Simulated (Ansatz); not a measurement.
# SiNHF3: one change and its effect

System: SiNHF3, multiplicity 2.
Method of run 1: UKS PBE-QIDH (frozen core)/def2-TZVPP (Ansatz 0.2.0).

The geometry comes from this level: PBE0-D4/def2-TZVP. Text and figures count atoms from 1; the logs count them from 0 in places.

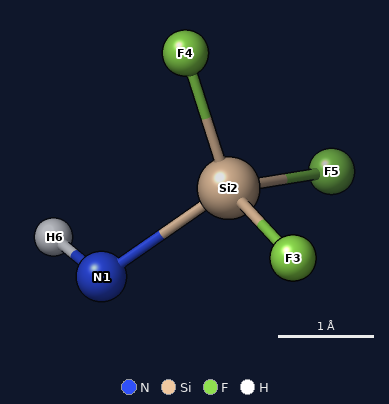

Fig. 1: The input geometry (ball-and-stick view, seen at a tilt; atoms are numbered from 1 in the order of the input). Bond lengths as drawn: F–Si 1.57 Å, H–N 1.02 Å and N–Si 1.72 Å.

The input, run 1:
```yaml
crystal:
  periodic: [false, false, false]
  atoms:
    - {symbol: N, position_ang: [-0.974452, 0.604576, 0.713949]}
    - {symbol: Si, position_ang: [0.193574, -0.089645, -0.346116]}
    - {symbol: F, position_ang: [-0.087141, 0.387634, -1.812630]}
    - {symbol: F, position_ang: [0.123106, -1.661395, -0.330180]}
    - {symbol: F, position_ang: [1.652324, 0.359556, 0.035571]}
    - {symbol: H, position_ang: [-0.865311, 0.335374, 1.693207]}
basis:
  gaussian: {orbitals: def2-TZVPP}
magnetization: {spin_polarized: true, initial_magnetization: 1}
hamiltonian: {xc: {name: PBE-QIDH}}
```

Hardware: 4 CPU threads, shared host.

Output (run 1):
```
Functional definition: PBE-QIDH
  parameter a = 3^(-1/3)
  parameter c = 1/3
  exchange = (1 - a)*pbe_x + a*exact_x
  correlation = (1 - c)*pbe_c + c*(mp2_os + mp2_ss)
1142 factors; integrals over basis functions are off by at most 9.7e-4 eV
mean field evaluation 1: about -17514.0086 eV, gradient 3.3e1 eV
mean field evaluation 2: about -17514.0092 eV, gradient 3.3e1 eV
mean field evaluation 4: about -17517.1478 eV, gradient 1.9e0 eV
mean field evaluation 8: about -17517.1686 eV, gradient 8.3e-2 eV
mean field evaluation 16: about -17517.1687 eV, gradient 9.2e-4 eV
mean field evaluation 32: about -17517.1584 eV, gradient 8.8e-1 eV
mean field -17517.16870491 eV, -643.7440763419 hartree, gradient 4.8e-6 eV, S^2 0.755311; 2 other end points of the search recorded, 0 dependent functions left out
9 core orbitals not correlated: weight in the atoms' cores, before any rotation towards them, 1.000 or more for the frozen orbitals, at most 0.000 for the correlated occupied ones
reference -17517.16871287 eV, -643.7440766347 hartree; 16, 15 occupied and 155, 156 virtual orbitals, 1142 factors
second order -30.76690775 eV of doubles, -0.00000000 eV of singles
Total energy: -17527.42434879 eV, -644.1209643031 hartree
```

Run 2 used a changed input.

The two runs side by side:

| quantity | run 1 | run 2 |
| --- | --- | --- |
| outcome | converged | converged |
| total energy (hartree) | −644.120964 | −644.403289 |
| ⟨S²⟩ | 0.755 | 0.754 |
| basis functions | 180 | 180 |
| wall time (shared host) | 8 s | 8.5 s |

What was changed in the input?

The change (lines with − go, lines with + come):
```diff
-hamiltonian: {xc: {name: PBE-QIDH}}
+hamiltonian: {xc: {name: B2PLYP}}
```

The total energies belong to different methods, so their difference says nothing on which is more stable or more accurate. The functional changes from PBE-QIDH to B2PLYP.

Output (run 2):
```
Functional definition: B2PLYP
  parameter a = 0.53
  parameter c = 0.27
  exchange = (1 - a)*b88_x + a*exact_x
  correlation = (1 - c)*lyp_c + c*(mp2_os + mp2_ss)
1142 factors; integrals over basis functions are off by at most 9.7e-4 eV
mean field evaluation 1: about -17522.0849 eV, gradient 3.7e1 eV
mean field evaluation 2: about -17522.1823 eV, gradient 3.7e1 eV
mean field evaluation 4: about -17526.1830 eV, gradient 2.2e0 eV
mean field evaluation 8: about -17526.2203 eV, gradient 1.7e-1 eV
mean field evaluation 16: about -17526.2206 eV, gradient 1.6e-3 eV
mean field evaluation 32: about -17526.2117 eV, gradient 7.7e-1 eV
mean field -17526.22059794 eV, -644.0767272754 hartree, gradient 2.8e-6 eV, S^2 0.754391; 2 other end points of the search recorded, 0 dependent functions left out
9 core orbitals not correlated: weight in the atoms' cores, before any rotation towards them, 1.000 or more for the frozen orbitals, at most 0.000 for the correlated occupied ones
reference -17526.22071723 eV, -644.0767316592 hartree; 16, 15 occupied and 155, 156 virtual orbitals, 1142 factors
second order -32.91144199 eV of doubles, -0.00000000 eV of singles
Total energy: -17535.10680657 eV, -644.4032894192 hartree
```
